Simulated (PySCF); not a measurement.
SMILES O=C[O-] (charge -1) at its B3LYP/def2-SVP optimised geometry (Å):

```
4

O      1.0350     0.0657     0.0000
C     -0.2115     0.0657     0.0000
O     -1.0350     1.0014     0.0000
H     -0.6939    -1.0014    -0.0001
```

Level of theory: B3LYP/def2-TZVPD run with PySCF 2.14.0.

Map of the Laplacian of the electron density (e/bohr⁵) on the plane z = 0.8 Å:

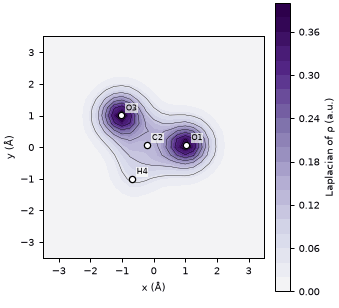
Laplacian of the electron density (e/bohr⁵) on the plane z = 0.8 Å.
